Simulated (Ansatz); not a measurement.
Run report: Si$_{8}$AsO$_{16}$, molecular dynamics (part 3 of 3)

Si$_{8}$AsO$_{16}$ (defect cell, 25 atoms in the cell); DFT PBE, scalar-relativistic, plane waves, PAW, PAW set soft_1, spin-polarised (Ansatz 0.2.0); cutoff 420 eV, 2×2×2 k-mesh, Fermi–Dirac smearing of 0.02 eV, collinear spins. The structure derives from an entry of the Crystallography Open Database. It belongs to a series of runs on one base structure; here: dynamics from the start.

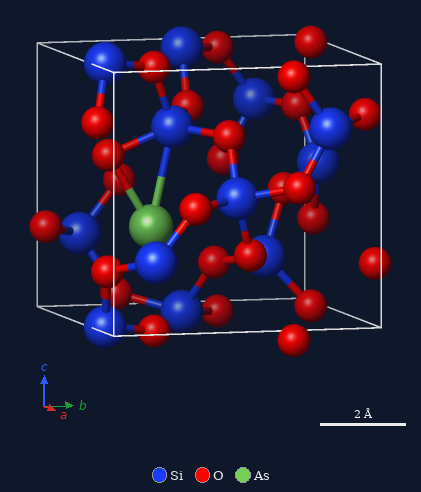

The geometry at step 64 of the log (ball-and-stick view of the cell of the calculation, seen slightly off an axis).

**Trajectory as extended XYZ, continued**
```
25
Lattice="-4.6820 -4.6820 0.0000 4.6820 -4.6820 0.0000 0.0000 0.0000 6.3110" Properties=species:S:1:pos:R:3:forces:R:3 step=39 time_fs=39.0 energy=-19038.72996 temperature=398.3
Si    1.5783   -3.0324   -0.0520    0.3338  -1.0939   0.3077
Si    0.6303   -0.8703    1.7410    1.1053   1.1050   0.5377
Si   -1.4344   -6.2907    2.9724    1.2578  -0.4268   0.6780
Si    3.8721   -3.7638    4.8258    2.3116   0.4413   0.0503
O     1.1820   -4.1601    1.0700   -0.1341   0.4554   0.1535
O    -3.0300   -6.0440    2.9068   -0.6496   0.0493  -0.2685
O    -0.8034   -5.7180    4.3827    0.1880   1.4499  -0.1451
O     3.1950   -3.0295    6.0716   -0.8791  -0.1004   0.8177
O    -1.3703   -7.8825    3.4254    0.5029   0.1203  -0.6819
O    -0.5362   -6.1372    1.5550   -2.3296  -0.8107   1.0844
O     1.0029   -1.6059    0.3837   -0.1577  -0.2086  -0.7349
O     0.9270   -3.4448    4.8606   -2.2106  -1.0101  -0.8820
Si   -2.9688   -3.3778    0.0334    1.3721  -0.6942   2.4038
Si    1.0018   -5.7533    1.4950   -1.6587   3.0485  -0.8335
Si   -1.6831   -1.2308    3.3828   -0.3432  -2.4201   3.8930
Si   -0.6519   -4.0317    4.5749    1.1536  -1.1489  -0.2333
O    -3.6387   -4.0011    1.4919    0.8262   1.3035  -2.1294
O     1.5097   -5.8427    2.9505   -0.9819  -0.0878   2.1741
O     3.5068   -5.3445    4.7893    0.0883   0.6091   0.4009
O    -1.4572   -4.0090    6.0288   -0.8318   0.7287   0.4132
O    -1.6541   -2.8481    3.8772   -0.0520   0.8694  -0.1321
O    -0.9077   -0.7010    2.1724    2.0323   0.6434  -2.5794
O     1.6871   -6.4438    0.3164    1.8840  -2.4605  -2.6525
O     0.8725   -8.3951    5.0677   -3.2426  -0.3841  -1.7191
As   -0.8786   -3.5889    2.1719    0.4150   0.0224   0.0772
25
Lattice="-4.6820 -4.6820 0.0000 4.6820 -4.6820 0.0000 0.0000 0.0000 6.3110" Properties=species:S:1:pos:R:3:forces:R:3 step=51 time_fs=51.0 energy=-19038.99686 temperature=490.5
Si    1.5629   -3.0607   -0.0386    0.3649   0.8126  -1.9374
Si    0.6389   -0.7693    1.7581    1.7826  -2.3445  -0.9949
Si   -1.4229   -6.2509    3.0524   -1.4017  -1.6253  -2.0258
Si    3.9978   -3.7335    4.7939   -4.0728   0.1698   0.1605
O     1.2492   -4.1495    1.1004   -0.5806   0.1115   0.4952
O    -3.0884   -6.0477    2.9252    0.8557   0.2501   0.1128
O    -0.7937   -5.6337    4.3579    0.0532  -1.6117   1.6956
O     3.1868   -3.1055    6.0789   -0.5171   0.2778  -0.1922
O    -1.3169   -7.8589    3.3958    0.5064   0.4338   0.1275
O    -0.6138   -6.1768    1.6024    0.0986   0.3115  -0.1194
O     0.9992   -1.5513    0.3400    0.2026  -1.3024   0.1378
O     0.8666   -3.5473    4.8221    0.5593   0.4373   1.5927
Si   -2.9514   -3.4518    0.0850    1.4429   1.8307  -4.1603
Si    0.9468   -5.6911    1.4724    0.3245  -1.5523  -0.6163
Si   -1.6997   -1.2521    3.4216    0.0464  -1.1551   0.2855
Si   -0.6388   -4.0837    4.5656   -0.3356   2.6361   0.8623
O    -3.5855   -3.9876    1.3874   -1.0572   0.6488   1.8672
O     1.4402   -5.9177    3.0220   -0.2193   0.4312  -1.1233
O     3.4318   -5.2673    4.7889    0.6243  -0.0590  -0.0708
O    -1.4343   -3.9705    6.0841   -0.0835  -0.3495  -0.7769
O    -1.6715   -2.8740    3.9165    0.5622   0.6852  -0.3693
O    -0.8957   -0.7241    2.0675   -1.5695  -0.1887   1.4260
O     1.6941   -6.5047    0.2254   -0.7904   0.5793   1.3159
O     0.8396   -8.3887    4.9579    3.2469   0.0309   1.9046
As   -0.8741   -3.5896    2.1799   -0.0428   0.5419   0.4031
25
Lattice="-4.6820 -4.6820 0.0000 4.6820 -4.6820 0.0000 0.0000 0.0000 6.3110" Properties=species:S:1:pos:R:3:forces:R:3 step=64 time_fs=64.0 energy=-19038.91078 temperature=470.2
Si    1.5612   -3.0649   -0.1005    0.2896  -0.2228   1.6347
Si    0.7103   -0.7642    1.7283   -2.0044  -0.7947  -0.7390
Si   -1.4625   -6.2706    3.0631    0.6589   0.8792   0.4879
Si    3.9895   -3.6893    4.7760    0.5304  -0.0476   1.1063
O     1.2671   -4.1150    1.1650   -0.9212  -0.0061  -0.4032
O    -3.0866   -6.0331    2.9545    0.1310   0.1010  -0.0595
O    -0.7927   -5.6649    4.4540   -0.9521  -0.3856  -0.3579
O     3.1443   -3.1585    6.0730    1.1155   0.7550  -0.4409
O    -1.2149   -7.8159    3.3721   -0.0679  -1.0490   0.1308
O    -0.6996   -6.1892    1.6280    1.2710   1.2172  -1.5534
O     1.0098   -1.5954    0.3054   -0.0421   0.2736   0.8171
O     0.8544   -3.6185    4.9035    0.6009   0.4325  -0.5610
Si   -2.8761   -3.4482   -0.0224   -1.3972   1.6031   1.7745
Si    0.8962   -5.6903    1.4246    0.5919  -1.7086   0.9024
Si   -1.7326   -1.3260    3.4869   -1.2113   2.6276  -2.6092
Si   -0.6471   -4.0400    4.5870   -0.2748  -1.3763  -0.6410
O    -3.6018   -3.9102    1.3955    0.1972  -0.6314  -0.5414
O     1.3574   -5.9625    3.0207    1.5775   0.3481  -1.1336
O     3.4061   -5.1946    4.7833    0.4925  -1.2381  -0.3775
O    -1.4007   -3.9575    6.0796    1.0026  -0.4027  -0.2819
O    -1.6427   -2.8493    3.9370    0.1468  -0.4622   0.6334
O    -0.9447   -0.7611    2.0455    1.2539  -0.7315   1.8189
O     1.6534   -6.5264    0.2103   -0.5826   1.5275   0.9670
O     0.9624   -8.3922    4.9622   -2.7780  -0.7318  -0.8478
As   -0.8684   -3.5812    2.1962    0.3720   0.0235   0.2744
25
Lattice="-4.6820 -4.6820 0.0000 4.6820 -4.6820 0.0000 0.0000 0.0000 6.3110" Properties=species:S:1:pos:R:3:forces:R:3 step=77 time_fs=77.0 energy=-19039.04194 temperature=522.7
Si    1.5842   -3.0765   -0.0794   -0.1372  -1.1941   1.3758
Si    0.6955   -0.8033    1.6703   -0.8367   0.9113   2.0465
Si   -1.4682   -6.2640    3.0796    1.1448  -0.0942  -0.7862
Si    3.9743   -3.6630    4.8017    0.6072  -2.1321  -0.9648
O     1.1998   -4.0866    1.1989   -0.4157  -1.0018  -0.3011
O    -3.0729   -6.0044    2.9677   -0.2848   0.0407  -1.0264
O    -0.8727   -5.7522    4.5272    0.0059   1.4063  -0.6712
O     3.1751   -3.1332    6.0505   -0.4080   0.9812   1.3899
O    -1.1209   -7.8403    3.3453   -0.6989   0.4195  -0.8467
O    -0.6950   -6.0980    1.5395   -1.3088   0.0922   1.0283
O     1.0192   -1.6284    0.3358   -0.0192   0.0832  -0.4551
O     0.8895   -3.6557    4.9255   -0.0997   0.0782  -0.9597
Si   -2.8450   -3.3532   -0.0828   -1.2034  -0.8441   1.9197
Si    0.8660   -5.7586    1.4313   -0.2858   2.6846   0.4107
Si   -1.8097   -1.2874    3.4382    2.1721   0.5985   1.3516
Si   -0.6574   -4.0512    4.5764    1.3730  -2.2725  -0.9718
O    -3.6286   -3.9057    1.3975    0.7232  -0.5652  -2.0290
O     1.3958   -5.9754    2.9192   -0.7209  -0.1442   0.7252
O     3.4280   -5.2213    4.7470   -0.1210   0.0579   0.0082
O    -1.3260   -3.9672    6.0683   -2.1411   0.9734   1.1140
O    -1.6100   -2.8251    3.9954   -0.8553   1.0892  -0.3640
O    -0.8947   -0.8579    2.1776    1.6137   0.2567  -1.1859
O     1.5852   -6.4469    0.2431    1.5911  -1.2793  -2.2535
O     0.9124   -8.4515    4.9344   -0.0258   0.3900   1.0732
As   -0.8553   -3.5722    2.2188    0.3314  -0.5358   0.3723
25
Lattice="-4.6820 -4.6820 0.0000 4.6820 -4.6820 0.0000 0.0000 0.0000 6.3110" Properties=species:S:1:pos:R:3:forces:R:3 step=90 time_fs=90.0 energy=-19038.76361 temperature=447.3
Si    1.6002   -3.1367    0.0157   -1.1042   0.3627  -2.2931
Si    0.6612   -0.8007    1.6877    4.0882   0.7876  -1.5158
Si   -1.4260   -6.2551    3.0566   -1.4322  -0.2258  -0.6132
Si    3.9704   -3.7278    4.7942   -0.9014   1.2264  -0.0483
O     1.0943   -4.1432    1.2014    0.7803   0.5795  -0.3569
O    -3.0626   -5.9765    2.9011    1.4775  -0.4384   0.3150
O    -0.9614   -5.7341    4.5395    0.1632  -0.9126  -0.3347
O     3.1988   -3.0359    6.1157    0.1020  -1.2239  -0.8995
O    -1.0875   -7.8453    3.2618   -0.3390  -0.0970   1.0341
O    -0.7741   -5.9862    1.5253    0.5729  -0.2197   0.5841
O     1.0226   -1.6557    0.3426   -0.3471  -0.5566   0.1092
O     0.9207   -3.6893    4.8598    0.8974   0.3388   1.7317
Si   -2.8766   -3.3077   -0.0383   -0.5744  -1.6793  -1.9009
Si    0.8292   -5.7195    1.4317    0.2729  -1.0899  -2.4445
Si   -1.7908   -1.2134    3.4308    0.5550  -2.2593   0.4800
Si   -0.6129   -4.1620    4.5258   -0.8974   2.9601   1.3280
O    -3.6011   -3.9581    1.2337   -1.1760  -0.7655   1.6264
O     1.4018   -5.9980    2.8814   -0.1000   0.1879   0.7848
O     3.4459   -5.2390    4.7278   -0.2599   1.1288   1.6303
O    -1.4023   -3.9033    6.1227    1.0451  -0.1845  -1.6334
O    -1.6385   -2.7369    4.0260    0.5589  -1.2822  -0.7148
O    -0.7521   -0.9373    2.2450   -3.2596   0.8935  -0.2733
O     1.6181   -6.4104    0.1385   -0.7658   1.4931   1.4031
O     0.8505   -8.4858    4.9768    1.4631   0.7514   0.9136
As   -0.8372   -3.5721    2.2513   -0.8195   0.2249   1.0879
```

The run was set up as follows.

**Input**
```yaml
accuracy: low
crystal:
  lattice:
    - [-4.682, -4.682, 0.0]
    - [4.682, -4.682, 0.0]
    - [0.0, 0.0, 6.311]
  atoms:
    - { symbol: Si, position: [0.1739049, 0.47803971, -0.01895628] }
    - { symbol: Si, position: [0.0024351, 0.16622165, 0.2735714] }
    - { symbol: Si, position: [0.82935701, 0.5417016, 0.47873299] }
    - { symbol: Si, position: [-0.0143045, 0.81342454, 0.77883617] }
    - { symbol: O, position: [0.33557087, 0.54521692, 0.16429629] }
    - { symbol: O, position: [0.95519868, 0.33323895, 0.45238772] }
    - { symbol: O, position: [0.69530727, 0.53412503, 0.69489708] }
    - { symbol: O, position: [0.0059011, 0.6528168, 0.97014462] }
    - { symbol: O, position: [0.99111042, 0.71368306, 0.54356627] }
    - { symbol: O, position: [0.7244279, 0.60899863, 0.25459165] }
    - { symbol: O, position: [0.07328593, 0.26817552, 0.05241764] }
    - { symbol: O, position: [0.29040857, 0.45643768, 0.75955354] }
    - { symbol: Si, position: [0.66714469, 0.04825663, 0.00192031] }
    - { symbol: Si, position: [0.5034298, 0.71320722, 0.23286194] }
    - { symbol: Si, position: [0.31223178, -0.04548891, 0.55924703] }
    - { symbol: Si, position: [0.5141887, 0.36246593, 0.70692995] }
    - { symbol: O, position: [0.80415435, 0.03553863, 0.21694963] }
    - { symbol: O, position: [0.44313665, 0.76870717, 0.4731249] }
    - { symbol: O, position: [0.19347002, 0.94328741, 0.77965928] }
    - { symbol: O, position: [0.59277813, 0.27220337, 0.94230252] }
    - { symbol: O, position: [0.49023979, 0.11605369, 0.61454029] }
    - { symbol: O, position: [0.16551441, 0.00988379, 0.36291573] }
    - { symbol: O, position: [0.49191919, 0.88176646, 0.05067553] }
    - { symbol: O, position: [0.79998441, 0.96439276, 0.80523814] }
    - { symbol: As, position: [0.47162124, 0.28901105, 0.34147326], spin: 0.23 }
magnetization:
  spin_polarized: true
basis:
  ecutwfc: 420.0
kpoints:
  mp_grid: { grid: [2, 2, 2] }
hamiltonian:
  xc: pbe
  pseudopotentials: { kind: paw, azcp: { folder: soft_1 } }
scf:
  occupations: { method: fermi_dirac, width: 0.02 }
  lower_state_search: "off"
md:
  timestep: 1
  n_steps: 90
  ensemble: nvt_nose_hoover
  temperature: 900.0
  initial_velocities: maxwell_boltzmann
  seed: 588703
  nose_hoover: { tau: 200.0, chain_length: 3 }
```

Launch command:
```bash
ansatz run input.yaml --threads 2 --pin off --max-ram 5120MiB --backend cpu --events-out ev --progress --plain --runs-dir out
```

**Summary**

| quantity | value |
| --- | --- |
| outcome | finished |
| mean temperature over the second half | 474 K |
| trajectory | 90 steps, 90 fs |
| ensemble | nvt_nose_hoover |
| temperature in the input | 900.0 K |
| time step | 1 fs |
| electrons treated | 143 |
| potential energy (free energy of the electrons) (last step) | −19038.7636 eV |
| Fermi energy (last step) | 8.207 eV |
| net moment of the cell (last step) | 0.00 μB |
| integrated absolute moment (last step) | 0.00 μB |
| largest force (length of the vector) (last step) | 4.431 eV/Å |
| hardware | 2 threads of Arm Neoverse V2, 24 GiB of memory available, shared host |
| wall time | 18 min (CPU time 36 min) |
| peak memory | 0.8 GiB |

**Notes**

Warnings of the run: some starting moments were not kept. The input asks for low accuracy. The k-point mesh is coarse for a cell of this size, so the results may not be converged. So short a trajectory is not equilibrated. The temperature stays far from the 900 K of the thermostat over the second half: the run isn't equilibrated.
